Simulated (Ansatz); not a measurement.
# Calculations on CH5SSi

**1. Relaxation**

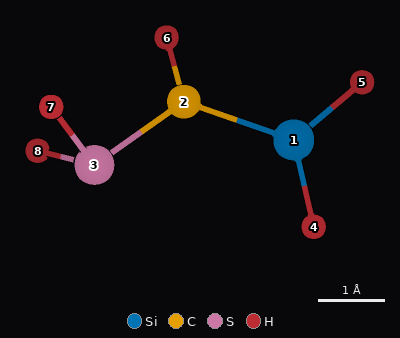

CH$_{5}$SSi (charge +1), before the relaxation. The picture is a ball-and-stick view, seen at a tilt.

The run prepares an end point of a later path (inversion) calculation, from a guessed geometry.

These are results of Ansatz, RKS PBE0-D4/def2-SVP, not measurements.

The input:
```yaml
crystal:
  periodic: [false, false, false]
  atoms:
    - { symbol: Si, position_ang: [-0.86644, 0.98272, -0.98902] }
    - { symbol: C, position_ang: [0.12021, 0.24491, 0.30488] }
    - { symbol: S, position_ang: [0.57159, -1.45818, 0.32342] }
    - { symbol: H, position_ang: [-1.34332, 0.18287, -2.10205] }
    - { symbol: H, position_ang: [-1.17833, 2.39292, -0.89983] }
    - { symbol: H, position_ang: [0.49446, 0.80834, 1.14575] }
    - { symbol: H, position_ang: [1.90411, -1.37187, 0.59871] }
    - { symbol: H, position_ang: [0.29772, -1.78171, 1.61814] }
total_charge: 1
basis:
  gaussian: { orbitals: def2-SVP }
hamiltonian:
  xc: pbe0
  dispersion: d4
relax:
  f_tol: 0.015
  max_steps: 40
```

Run as
```bash
ansatz run input.yaml --threads 1 --pin off --max-ram 2048MiB --backend cpu --events-out ev --progress --plain --runs-dir out
```

Where does the relaxation end?

The largest move after the best rigid fit is that of H4, 0.099 Å. By element the largest moves are H 0.099 Å, S 0.072 Å, Si 0.055 Å, C 0.047 Å. Some distances before and after: Si1–C2 1.787 → 1.732 Å, C2–S3 1.762 → 1.730 Å, Si1–H4 1.451 → 1.479 Å, C2–H6 1.079 → 1.095 Å. Bond angles that change, for instance: C2–S3–H7 101.0° → 104.9°, S3–C2–H6 114.1° → 117.1°, Si1–C2–S3 123.2° → 120.6°. After 3 accepted moves (4 points after the start) the energy has fallen by 0.108 eV. Largest force component: 1.6 eV/Å at the start, 0.014 eV/Å at the end. The line search rejected the trial step at point 3 of the run. Cost: 14 s on 1 thread of Arm Neoverse V2, with other jobs on the host, peak memory 0.14 GiB.

Final geometry:

```xyz
8

Si   -0.8375    0.9574   -0.9500
C     0.1260    0.2877    0.3240
S     0.5550   -1.3885    0.3153
H    -1.3051    0.1014   -2.0620
H    -1.1810    2.3921   -0.9047
H     0.4893    0.8919    1.1617
H     1.9015   -1.4070    0.5454
H     0.2518   -1.8348    1.5704
```

After the run, drawn alike:

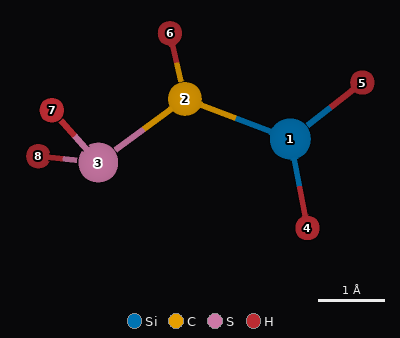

**2. Relaxation**

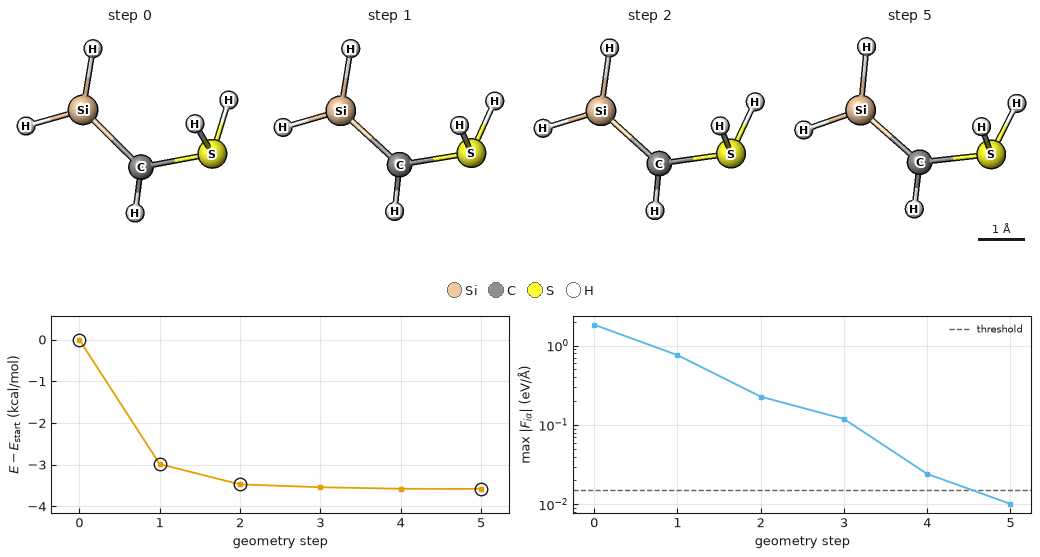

Frames of a relaxation of CH$_{5}$SSi (charge +1), marked on the history of the run. Style: ball-and-stick. Shown at a tilt.

The run prepares an end point of a later path (inversion) calculation, from a guessed geometry.

The calculation used Ansatz 0.2.0, RKS PBE0-D4/def2-SVP.

The input:
```yaml
crystal:
  periodic: [false, false, false]
  atoms:
    - { symbol: Si, position_ang: [-0.86644, 0.98272, -0.98902] }
    - { symbol: C, position_ang: [0.12021, 0.24491, 0.30488] }
    - { symbol: S, position_ang: [0.57159, -1.45818, 0.32342] }
    - { symbol: H, position_ang: [-1.34332, 0.18287, -2.10205] }
    - { symbol: H, position_ang: [-1.17833, 2.39292, -0.89983] }
    - { symbol: H, position_ang: [0.49446, 0.80834, 1.14575] }
    - { symbol: H, position_ang: [0.97778, -1.63442, -0.96607] }
    - { symbol: H, position_ang: [-0.62836, -2.04418, 0.05378] }
total_charge: 1
basis:
  gaussian: { orbitals: def2-SVP }
hamiltonian:
  xc: pbe0
  dispersion: d4
relax:
  f_tol: 0.015
  max_steps: 40
output:
  orbitals: {}
```

Run as
```bash
ansatz run input.yaml --threads 1 --pin off --max-ram 2048MiB --backend cpu --events-out ev --progress --plain --runs-dir out
```

**What happens along the run?**

The largest move after the best rigid fit is that of H8, 0.19 Å. Largest moves by element: H 0.19 Å, C 0.11 Å, Si 0.06 Å, S 0.03 Å. Among the contacts that change: Si1–C2 1.787 → 1.730 Å, Si1–H4 1.451 → 1.480 Å, C2–S3 1.762 → 1.738 Å, C2–H6 1.079 → 1.096 Å. Among the angles between lasting bonds that change: Si1–C2–S3 123.2° → 130.7°, C2–S3–H7 101.0° → 106.1°, S3–C2–H6 114.1° → 109.4°. After 5 geometry steps the energy has fallen by 3.58 kcal/mol. Largest force component: 1.8 eV/Å at the start, 0.01 eV/Å at the end. Cost: 17 s on 1 thread of Arm Neoverse V2, on a shared host, peak memory 0.14 GiB. From step 0 to 1: H8 moves most (0.13 Å), energy −2.98 kcal/mol. From step 1 to 2: H4 moves most (0.03 Å), energy −0.49 kcal/mol. From step 2 to 5: H4 moves most (0.07 Å), energy −0.11 kcal/mol.

```csv
step,"E − E(0), kcal/mol","largest force component, eV/Å"
0,0.00,1.8302
1,-2.98,0.7592
2,-3.47,0.2275
3,-3.54,0.1191
4,-3.58,0.0242
5,-3.58,0.0102
```

**3. Path**

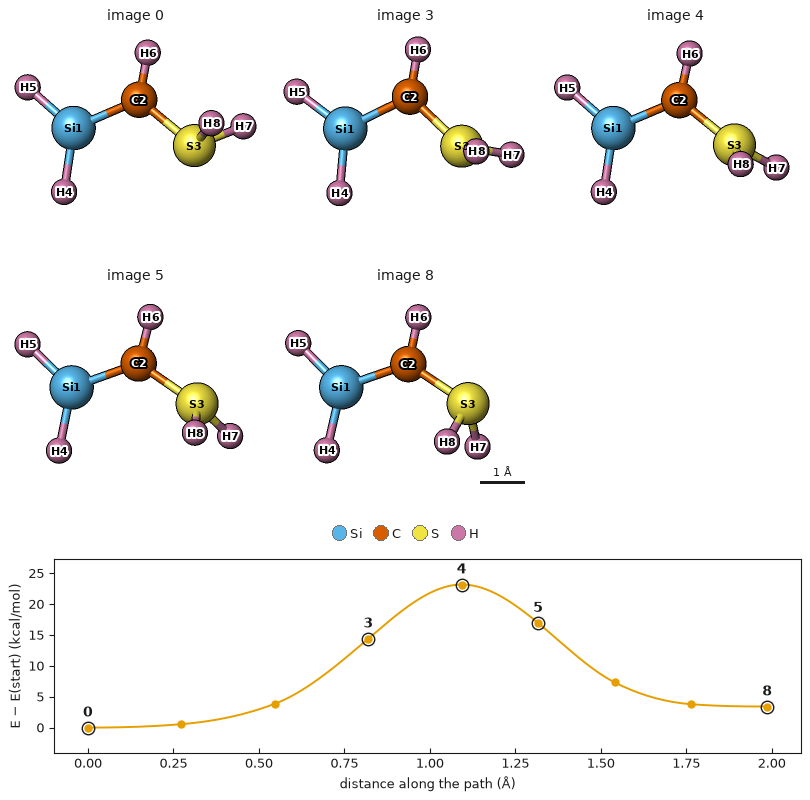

A search for the minimum-energy path of CH5SSi (charge +1) by the nudged elastic band. Images are numbered from 0 (start) to 8 (end). A ball-and-stick model, seen from a free direction.

Computed with RKS PBE0-D4/def2-SVP (Ansatz).

Input
```yaml
crystal:
  periodic: [false, false, false]
  atoms:
    - { symbol: Si, position_ang: [-0.837542, 0.957393, -0.949972] }
    - { symbol: C, position_ang: [0.125975, 0.287684, 0.323978] }
    - { symbol: S, position_ang: [0.55501, -1.388532, 0.315286] }
    - { symbol: H, position_ang: [-1.305118, 0.101438, -2.062023] }
    - { symbol: H, position_ang: [-1.180977, 2.392095, -0.904636] }
    - { symbol: H, position_ang: [0.48934, 0.891861, 1.161689] }
    - { symbol: H, position_ang: [1.90151, -1.407055, 0.545344] }
    - { symbol: H, position_ang: [0.251801, -1.834884, 1.570334] }
total_charge: 1
basis:
  gaussian: { orbitals: def2-SVP }
hamiltonian:
  xc: pbe0
  dispersion: d4
neb:
  order_check: false
  images: 7
  f_tol: 0.05
  max_iterations: 60
  initial_path: idpp
  final_atoms:
    - { symbol: Si, position_ang: [-0.74501979, 0.85422135, -0.8482949] }
    - { symbol: C, position_ang: [0.21270989, 0.45112039, 0.53460843] }
    - { symbol: S, position_ang: [0.92024636, -1.05953312, 1.02065164] }
    - { symbol: H, position_ang: [-1.09452388, -0.17054177, -1.8577917] }
    - { symbol: H, position_ang: [-1.21283136, 2.24511145, -1.01111735] }
    - { symbol: H, position_ang: [0.46245681, 1.22384101, 1.27025135] }
    - { symbol: H, position_ang: [1.54084719, -1.56071035, -0.08635438] }
    - { symbol: H, position_ang: [-0.08388622, -1.98350897, 0.9780469] }
```

Run as
```bash
ansatz run input.yaml --threads 1 --pin off --max-ram 2048MiB --backend cpu --events-out ev --progress --plain --runs-dir out
```

Q: Read off the barrier and say what moves.

A: The motion is an umbrella inversion at S3. No bond forms or breaks between the ends. Among the angles between lasting bonds that change up to the highest image: C2–S3–H7 104.9° → 124.6°, H7–S3–H8 93.4° → 110.7°. The energy climbs by 23.2 kcal/mol to image 4 and then falls by 19.8 kcal/mol, so the end point sits at +3.4 kcal/mol. The band converged in 9 iterations. The largest component of the band force went from 1.3 to 0.014 eV/Å. The climbing image converged on the top of the path. Its vibrational analysis gives one imaginary mode (862i cm⁻¹), as a transition state must have.

The run took 2.3 min on 1 thread of Arm Neoverse V2, on a shared host, peak memory 0.16 GiB.
